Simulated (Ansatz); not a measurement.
# Geometry relaxation of AlNH₄F₂

AlNH₄F₂, computed with RKS BLYP/def2-SVP (Ansatz 0.2.0).

It belongs to a series of runs on one base structure; here: end point A relaxed. Figures and captions count atoms from 1; the log counts them from 0 in places.

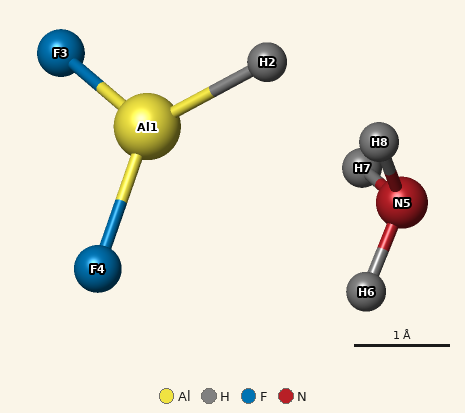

Figure 1. The input geometry (ball-and-stick view, seen at a tilt; atoms are numbered from 1 in the order of the input). Sticks mark near contacts. Bond lengths as drawn: Al–F 1.67 Å, Al–H 1.56 Å and H–N 1.03 to 1.05 Å.

The input:
```yaml
crystal:
  periodic: [false, false, false]
  atoms:
    - { symbol: Al, position_ang: [0.032165, 0.247413, -0.028061] }
    - { symbol: H, position_ang: [-0.166043, 0.322194, 1.521302] }
    - { symbol: F, position_ang: [1.546032, 0.421185, -0.718923] }
    - { symbol: F, position_ang: [-1.279294, 0.059398, -1.050339] }
    - { symbol: "N", position_ang: [0.027022, -2.519729, 1.387802] }
    - { symbol: H, position_ang: [-0.684711, -2.69883, 0.666996] }
    - { symbol: H, position_ang: [0.96425, -2.640202, 0.981536] }
    - { symbol: H, position_ang: [-0.071421, -1.53753, 1.732387] }
basis:
  gaussian: { orbitals: def2-SVP }
hamiltonian:
  xc: blyp
relax:
  f_tol: 0.03
  max_steps: 50
output:
  orbitals: {}
```

Launched with:
```bash
ansatz run input.yaml --threads 1 --pin off --max-ram 2048MiB --backend cpu --events-out ev --progress --plain --runs-dir out
```

Output:
```
The last accepted step is kept in [file] (removed where the run ends without a failure and the disk answers)
Engine: ansatz 0.2.0, aarch64-unknown-linux-gnu
Functional definition: BLYP
  parameter beta = 0.0042
  parameter a = 0.04918
  parameter b = 0.132
  parameter c = 0.2533
  parameter d = 0.349
  exchange = b88_x(beta = beta)
  correlation = lyp_c(a = a, b = b, c = c, d = d)
893 factors; their error is unknown
mean field evaluation 1: about -13569.5571 eV, gradient 7.9e1 eV
mean field evaluation 2: about -13509.4857 eV, gradient 1.7e2 eV
mean field evaluation 4: about -13580.6683 eV, gradient 1.2e1 eV
mean field evaluation 8: about -13580.9335 eV, gradient 1.2e-1 eV
mean field evaluation 16: about -13580.8822 eV, gradient 1.4e-4 eV
mean field -13580.88216919 eV, -499.0882142652 hartree, gradient 4.2e-5 eV, S^2 0.000000; 0 other end points of the search recorded, 0 dependent functions left out
the calculation of the forces begins
reference -13580.88250527 eV, -499.0882266158 hartree; 21, 21 occupied and 59, 59 virtual orbitals, 893 factors
relax step   1: F+E_penalty+E_count = -13580.88216919 eV  Δ(F+E_penalty+E_count) = +0.000e0 eV  max|allowed force component| = 8.238e-1 eV/Å  Δτ_max = 0.0000 Å  (27 SCF iters, accepted)
these checks for a lower state are left out or cut short: starts, cluster_reference, orbital_swaps, neighbouring_geometries, increment
893 factors; their error is unknown
mean field -13580.97793946 eV, -499.0917337577 hartree, gradient 9.3e-6 eV, S^2 0.000000; 0 other end points of the search recorded, 0 dependent functions left out
[... from here on the field's lines of each further geometry are left out, up to the last ...]
relax step   2: F+E_penalty+E_count = -13580.97793946 eV  Δ(F+E_penalty+E_count) = -9.577e-2 eV  max|allowed force component| = 8.946e-1 eV/Å  Δτ_max = 0.1916 Å  (27 SCF iters, accepted)
relax step   3: F+E_penalty+E_count = -13581.04756660 eV  Δ(F+E_penalty+E_count) = -6.963e-2 eV  max|allowed force component| = 1.331e0 eV/Å  Δτ_max = 0.1952 Å  (32 SCF iters, accepted)
relax step   4: F+E_penalty+E_count = -13581.13017143 eV  Δ(F+E_penalty+E_count) = -8.260e-2 eV  max|allowed force component| = 1.820e0 eV/Å  Δτ_max = 0.1951 Å  (26 SCF iters, accepted)
relax step   5: F+E_penalty+E_count = -13581.27784077 eV  Δ(F+E_penalty+E_count) = -1.477e-1 eV  max|allowed force component| = 9.382e-1 eV/Å  Δτ_max = 0.1949 Å  (27 SCF iters, accepted)
relax step   6: F+E_penalty+E_count = -13581.35294618 eV  Δ(F+E_penalty+E_count) = -7.511e-2 eV  max|allowed force component| = 1.039e0 eV/Å  Δτ_max = 0.1588 Å  (27 SCF iters, accepted)
relax step   7: F+E_penalty+E_count = -13581.46825652 eV  Δ(F+E_penalty+E_count) = -1.153e-1 eV  max|allowed force component| = 1.445e0 eV/Å  Δτ_max = 0.1565 Å  (28 SCF iters, accepted)
relax step   8: F+E_penalty+E_count = -13581.67446422 eV  Δ(F+E_penalty+E_count) = -2.062e-1 eV  max|allowed force component| = 2.722e0 eV/Å  Δτ_max = 0.1912 Å  (31 SCF iters, accepted)
relax step   9: F+E_penalty+E_count = -13581.90591275 eV  Δ(F+E_penalty+E_count) = -2.314e-1 eV  max|allowed force component| = 2.836e0 eV/Å  Δτ_max = 0.1949 Å  (32 SCF iters, accepted)
relax step  10: F+E_penalty+E_count = -13582.23881320 eV  Δ(F+E_penalty+E_count) = -3.329e-1 eV  max|allowed force component| = 8.332e-1 eV/Å  Δτ_max = 0.2000 Å  (29 SCF iters, accepted)
relax step  11: F+E_penalty+E_count = -13582.20239355 eV  Δ(F+E_penalty+E_count) = +3.642e-2 eV  max|allowed force component| = 1.001e0 eV/Å  Δτ_max = 0.1316 Å  (28 SCF iters, rejected (line search))
relax step  12: F+E_penalty+E_count = -13582.28013019 eV  Δ(F+E_penalty+E_count) = -4.132e-2 eV  max|allowed force component| = 3.395e-1 eV/Å  Δτ_max = 0.0657 Å  (27 SCF iters, accepted)
relax step  13: F+E_penalty+E_count = -13582.29024248 eV  Δ(F+E_penalty+E_count) = -1.011e-2 eV  max|allowed force component| = 6.005e-2 eV/Å  Δτ_max = 0.0443 Å  (28 SCF iters, accepted)
the calculation of the forces begins
reference -13582.29114142 eV, -499.1399930398 hartree; 21, 21 occupied and 59, 59 virtual orbitals, 893 factors
relax step  14: F+E_penalty+E_count = -13582.29081121 eV  Δ(F+E_penalty+E_count) = -5.687e-4 eV  max|allowed force component| = 1.745e-2 eV/Å  Δτ_max = 0.0205 Å  (28 SCF iters, accepted)
893 factors; their error is unknown
mean field evaluation 128: about -13582.2908 eV, gradient 7.9e-4 eV
```

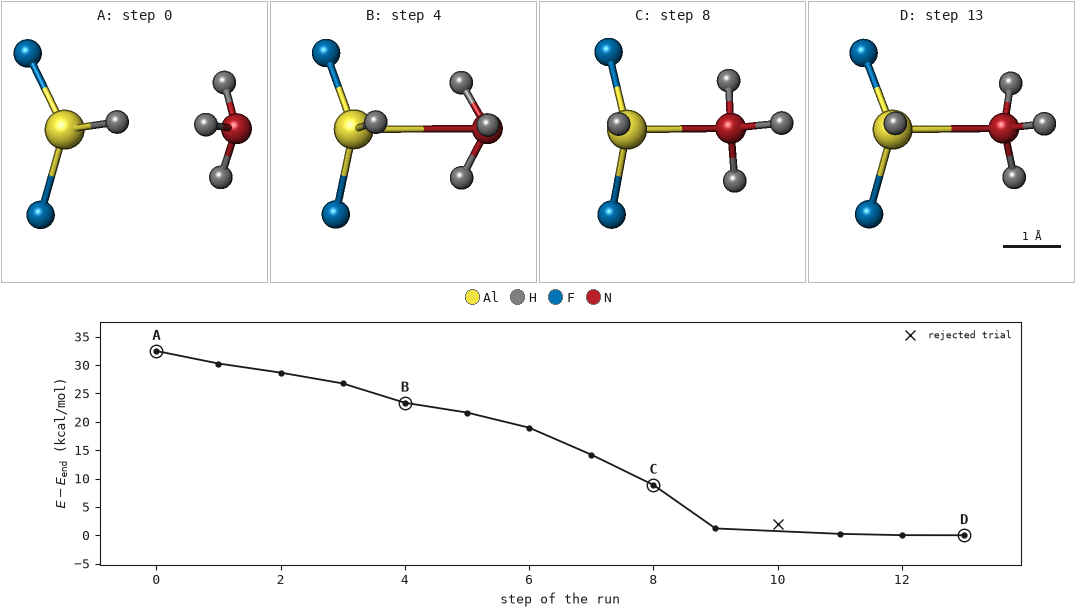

Figure 2. Frames of the relaxation (ball-and-stick view, seen at a tilt) above the curves, on which the letters mark them (the first geometry is step 0 here and step 1 in the log).

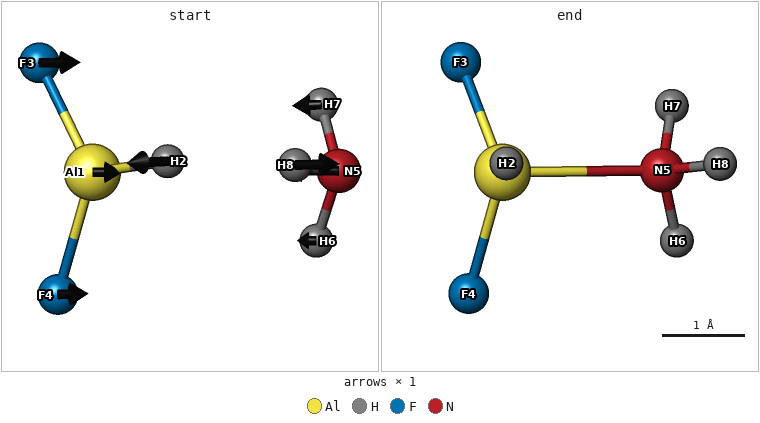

Figure 3. Before (left) and after (right) the relaxation, at one scale (ball-and-stick view, seen at a tilt). The black arrows give the displacements, at true length. The atom that moves furthest after the best rigid fit is N5 (0.70 Å). Largest moves by element: N 0.70 Å, H 0.61 Å, F 0.53 Å, Al 0.37 Å. Distances before and after: Al1–N5 3.108 → 2.070 Å, Al1–H2 1.564 → 1.588 Å, Al1–F3 1.673 → 1.697 Å, N5–H8 1.046 → 1.031 Å. New bonds form: Al1–N5 (3.11 → 2.07 Å). Among the angles that change: F3–Al1–F4 117.9° → 114.8°, H2–Al1–F3 121.3° → 118.2°. After 13 geometry steps the energy has fallen by 32.5 kcal/mol. The largest force component goes from 0.82 to 0.017 eV/Å. The line search rejected the trial step at point 10 (counted from 0) and went back. (Atoms are counted from 1 in the order of the input.)

```
mean field -13582.29081121 eV, -499.1399809046 hartree, gradient 1.7e-5 eV, S^2 0.000000; 1 other end points of the search recorded, 0 dependent functions left out
the calculation of the forces begins
reference -13582.29114142 eV, -499.1399930398 hartree; 21, 21 occupied and 59, 59 virtual orbitals, 893 factors
Total energy: -13582.29114142 eV, -499.1399930398 hartree
Atom 0 at     0.008986    -0.031712     0.217848 Å, force     0.003995    -0.008499    -0.017448 eV/Å
Atom 1 at    -0.237047     0.924079     1.462230 Å, force    -0.000448    -0.004491     0.005682 eV/Å
Atom 2 at     1.552495    -0.048639    -0.486492 Å, force    -0.000732     0.002443     0.003621 eV/Å
Atom 3 at    -1.270949    -0.278637    -0.868096 Å, force    -0.001226     0.001772     0.003694 eV/Å
Atom 4 at     0.066798    -1.961145     0.964800 Å, force    -0.000086     0.005988     0.003505 eV/Å
Atom 5 at    -0.669617    -2.516159     0.501055 Å, force     0.002743     0.002698     0.003198 eV/Å
Atom 6 at     0.976856    -2.380784     0.717409 Å, force    -0.004963     0.002250     0.003026 eV/Å
Atom 7 at    -0.059522    -2.053103     1.983947 Å, force     0.000716    -0.002162    -0.005278 eV/Å
Dipole moment:    -0.002594    -1.047708     0.657066 e Å
```

Trajectory as extended XYZ (Å, eV, eV/Å), 14 frames, from step=1 to step=14:
```
8
Properties=species:S:1:pos:R:3:forces:R:3 step=1 energy=-13580.88217
Al    0.0322    0.2474   -0.0281    0.0144  -0.3186   0.0242
H    -0.1660    0.3222    1.5213   -0.0338   0.4181   0.0771
F     1.5460    0.4212   -0.7189   -0.0021  -0.0071   0.0128
F    -1.2793    0.0594   -1.0503    0.0044  -0.0006   0.0045
N     0.0270   -2.5197    1.3878   -0.0090   0.7491  -0.0342
H    -0.6847   -2.6988    0.6670    0.0042  -0.0087   0.0149
H     0.9643   -2.6402    0.9815   -0.0157  -0.0084  -0.0126
H    -0.0714   -1.5375    1.7324    0.0375  -0.8238  -0.0867
8
Properties=species:S:1:pos:R:3:forces:R:3 step=2 energy=-13580.97794
Al    0.0399    0.1815   -0.0157   -0.0873   0.1133   0.4046
H    -0.1819    0.5131    1.5220    0.0286   0.0743  -0.2024
F     1.5486    0.3810   -0.7118    0.0523  -0.1612  -0.0010
F    -1.2746    0.0263   -1.0404   -0.0085  -0.1612  -0.0109
N     0.0377   -2.5537    1.3509    0.0193   0.8946  -0.1555
H    -0.6843   -2.6626    0.6241    0.0178  -0.0261   0.0912
H     0.9736   -2.5903    0.9190   -0.1006  -0.0109   0.0914
H    -0.0910   -1.6413    1.8444    0.0783  -0.7227  -0.2174
8
Properties=species:S:1:pos:R:3:forces:R:3 step=3 energy=-13581.04757
Al    0.0275    0.1969    0.0417    0.0118  -0.2958   0.3785
H    -0.2051    0.6781    1.5656    0.0666   0.0165  -0.5501
F     1.5626    0.1944   -0.6562   -0.2516  -0.0069   0.1653
F    -1.2657   -0.1477   -0.9827    0.1600   0.0504   0.1817
N     0.0513   -2.5278    1.2667   -0.0085   1.3309   0.0877
H    -0.6840   -2.5667    0.5401    0.1226   0.0158   0.2309
H     0.9836   -2.4816    0.8129   -0.3189   0.0180   0.2539
H    -0.1022   -1.6916    1.9046    0.2181  -1.1288  -0.7479
8
Properties=species:S:1:pos:R:3:forces:R:3 step=4 energy=-13581.13017
Al    0.0330    0.0218    0.0988   -0.0311   0.0341   0.3885
H    -0.2065    0.6105    1.5858    0.0692  -0.0126  -0.5212
F     1.5629    0.0742   -0.6194   -0.2503  -0.1236   0.2001
F    -1.2642   -0.2455   -0.9517    0.1801  -0.0650   0.2217
N     0.0568   -2.4290    1.1992   -0.0428   1.8204   0.1250
H    -0.6856   -2.3883    0.4754    0.0875  -0.1875   0.3463
H     0.9843   -2.2994    0.7434   -0.3171  -0.1839   0.3952
H    -0.1127   -1.6905    1.9611    0.3044  -1.2820  -1.1557
8
Properties=species:S:1:pos:R:3:forces:R:3 step=5 energy=-13581.27784
Al    0.0245   -0.0452    0.1740    0.0373  -0.1492   0.1566
H    -0.2162    0.6313    1.6012    0.0318   0.1187  -0.3272
F     1.5649   -0.0995   -0.5311   -0.2351   0.0129   0.1672
F    -1.2642   -0.3934   -0.8700    0.1278   0.0707   0.1588
N     0.0652   -2.3278    1.1202    0.0150   0.9382  -0.6507
H    -0.6832   -2.2613    0.4149   -0.1249  -0.3709   0.1514
H     0.9787   -2.1604    0.6752    0.1214  -0.3215   0.1983
H    -0.1017   -1.6897    1.9082    0.0266  -0.2990   0.1455
8
Properties=species:S:1:pos:R:3:forces:R:3 step=6 energy=-13581.35295
Al    0.0101   -0.1090    0.2613    0.0346   0.2547  -0.0027
H    -0.2398    0.7858    1.5734    0.0594  -0.1776  -0.3149
F     1.5553   -0.2207   -0.4309   -0.0665   0.0866   0.0771
F    -1.2681   -0.4641   -0.7953   -0.0049   0.0842   0.0551
N     0.0812   -2.2741    1.0442   -0.0834   1.0387  -0.4693
H    -0.6879   -2.2385    0.3596   -0.0760  -0.4437   0.1765
H     0.9985   -2.1280    0.6027    0.1167  -0.3648   0.1865
H    -0.0813   -1.6975    1.8776    0.0200  -0.4781   0.2916
8
Properties=species:S:1:pos:R:3:forces:R:3 step=7 energy=-13581.46826
Al    0.0071   -0.0985    0.2737   -0.0197   0.1700   0.1320
H    -0.2435    0.8973    1.5047    0.0546  -0.2327  -0.1977
F     1.5548   -0.2352   -0.4017    0.0921   0.0827  -0.0185
F    -1.2689   -0.4603   -0.7794   -0.1026   0.0497  -0.0519
N     0.0890   -2.2476    1.0041   -0.3389   1.4452   0.2357
H    -0.7136   -2.2502    0.3601    0.0957  -0.4508   0.1368
H     1.0163   -2.1116    0.5892    0.0955  -0.4196   0.0760
H    -0.0731   -1.8399    1.9420    0.1233  -0.6444  -0.3124
8
Properties=species:S:1:pos:R:3:forces:R:3 step=8 energy=-13581.67446
Al    0.0036   -0.1102    0.2909   -0.0854   0.3069   0.2595
H    -0.2445    0.9846    1.4330    0.0469  -0.2039  -0.1113
F     1.5600   -0.2604   -0.3646    0.3012   0.1715  -0.2101
F    -1.2772   -0.4634   -0.7602   -0.2224   0.0891  -0.2524
N     0.0886   -2.0854    0.9362   -0.9909   1.6530   2.5990
H    -0.7554   -2.2867    0.3537    0.8691  -0.5448   0.3590
H     1.0578   -2.1148    0.5740   -0.4084  -0.7301   0.0783
H    -0.0649   -2.0097    2.0296    0.4898  -0.7417  -2.7220
8
Properties=species:S:1:pos:R:3:forces:R:3 step=9 energy=-13581.90591
Al   -0.0004   -0.0619    0.2777   -0.0994   0.7737   0.0982
H    -0.2459    1.0471    1.4023    0.0428  -0.0830  -0.1403
F     1.5638   -0.2626   -0.3562    0.2869   0.3444  -0.3234
F    -1.2822   -0.4541   -0.7630   -0.1982   0.2452  -0.3540
N     0.0668   -1.8917    0.9338   -0.4389  -2.3235   2.4907
H    -0.7238   -2.3682    0.3840    1.2936   0.3979   0.7209
H     1.0322   -2.1865    0.5923   -1.2088   0.0036   0.3442
H    -0.0426   -2.1683    2.0218    0.3219   0.6417  -2.8364
8
Properties=species:S:1:pos:R:3:forces:R:3 step=10 energy=-13582.23881
Al    0.0028   -0.0689    0.2574    0.0547   0.5965  -0.3809
H    -0.2391    0.9914    1.4080   -0.0124  -0.0516   0.1348
F     1.5509   -0.0911   -0.4583   -0.1175  -0.0929   0.0931
F    -1.2678   -0.3005   -0.8518    0.0612  -0.0967   0.0934
N     0.0636   -1.9511    0.9777   -0.0738  -0.7654   0.5613
H    -0.6959   -2.4682    0.4723    0.5850   0.1586   0.2418
H     1.0008   -2.3114    0.6804   -0.5916   0.0186   0.0897
H    -0.0473   -2.1464    2.0071    0.0944   0.2328  -0.8332
8
Properties=species:S:1:pos:R:3:forces:R:3 step=11 energy=-13582.20239 accepted=F
Al    0.0079    0.0442    0.1933   -0.1039  -1.0011   0.5356
H    -0.2400    0.9095    1.5111    0.0341   0.1758  -0.2687
F     1.5554   -0.1448   -0.4630    0.1813   0.3579  -0.1829
F    -1.2698   -0.3599   -0.8433   -0.1086   0.3518  -0.1921
N     0.0608   -1.9311    0.9576    0.0460   0.0670  -0.1018
H    -0.6598   -2.4903    0.4739   -0.0299   0.0760   0.0653
H     0.9757   -2.3292    0.6910   -0.0149   0.0505   0.0778
H    -0.0621   -2.0445    1.9722   -0.0041  -0.0780   0.0669
8
Properties=species:S:1:pos:R:3:forces:R:3 step=12 energy=-13582.28013
Al    0.0084   -0.0369    0.2208   -0.0736   0.3395   0.3015
H    -0.2427    0.9766    1.4669    0.0711  -0.3098  -0.3307
F     1.5541   -0.0708   -0.4789   -0.0031   0.0042   0.0012
F    -1.2706   -0.2953   -0.8640    0.0044   0.0029   0.0035
N     0.0651   -1.9566    0.9676    0.0172  -0.1302   0.0300
H    -0.6671   -2.5087    0.4923   -0.0033   0.0221   0.0000
H     0.9758   -2.3672    0.7042   -0.0104   0.0209   0.0060
H    -0.0549   -2.0871    1.9838   -0.0023   0.0505  -0.0115
8
Properties=species:S:1:pos:R:3:forces:R:3 step=13 energy=-13582.29024
Al    0.0082   -0.0318    0.2193   -0.0035   0.0300   0.0136
H    -0.2376    0.9337    1.4575    0.0018  -0.0096  -0.0093
F     1.5528   -0.0574   -0.4833   -0.0056  -0.0007   0.0030
F    -1.2702   -0.2838   -0.8676    0.0038  -0.0013   0.0047
N     0.0650   -1.9567    0.9705    0.0191  -0.0487  -0.0600
H    -0.6690   -2.5080    0.4983   -0.0030   0.0004   0.0012
H     0.9756   -2.3687    0.7114   -0.0045   0.0007   0.0050
H    -0.0567   -2.0732    1.9866   -0.0082   0.0292   0.0418
8
Properties=species:S:1:pos:R:3:forces:R:3 step=14 energy=-13582.29081
Al    0.0090   -0.0317    0.2178    0.0040  -0.0085  -0.0174
H    -0.2370    0.9241    1.4622   -0.0004  -0.0045   0.0057
F     1.5525   -0.0486   -0.4865   -0.0007   0.0024   0.0036
F    -1.2709   -0.2786   -0.8681   -0.0012   0.0018   0.0037
N     0.0668   -1.9611    0.9648   -0.0001   0.0060   0.0035
H    -0.6696   -2.5162    0.5011    0.0027   0.0027   0.0032
H     0.9769   -2.3808    0.7174   -0.0050   0.0022   0.0030
H    -0.0595   -2.0531    1.9839    0.0007  -0.0022  -0.0053
```

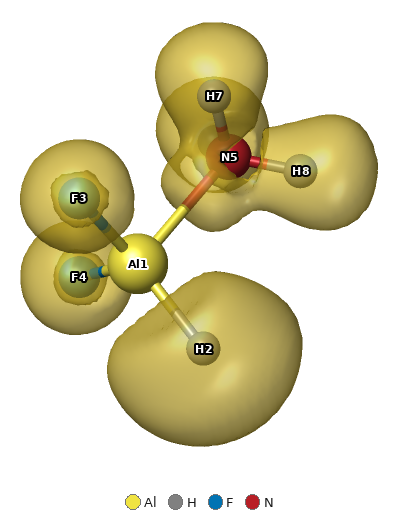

Figure 4. Isosurface of the electron localisation function at 0.75 (yellow), seen at an oblique angle. Only the valence region is drawn (cores and ρ < 0.01 e/Å³ removed). Along the contacts the grid gives the following. Al–F (1.70 Å): the ELF peaks at about 0.85 in the valence shell of F, 0.6 Å from its nucleus, and is about 0.25 at the midpoint. Al–N (2.07 Å): the ELF peaks at about 0.95 in the valence shell of N, 0.8 Å from its nucleus, and is about 0.75 at the midpoint.

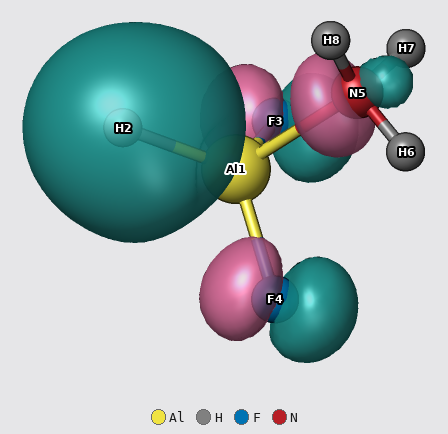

Figure 5. The HOMO at ±0.1 Å⁻³ᐟ² (teal and pink are the two phases), seen at an oblique angle. It lies mainly on H2 (45 %), Al1 (25 %), F3 (10 %) and F4 (10 %). Its energy is −6.79 eV.

Summary:

| quantity | value |
| --- | --- |
| outcome | converged |
| total energy | −13582.2911 eV |
| mean-field energy | −13582.2911 eV |
| largest force (length of the vector) at the end | 0.020 eV/Å |
| hardware | 1 thread of Arm Neoverse V2, 24 GiB of memory available, shared host |
| wall time | 28 s |
| peak memory | 0.14 GiB |
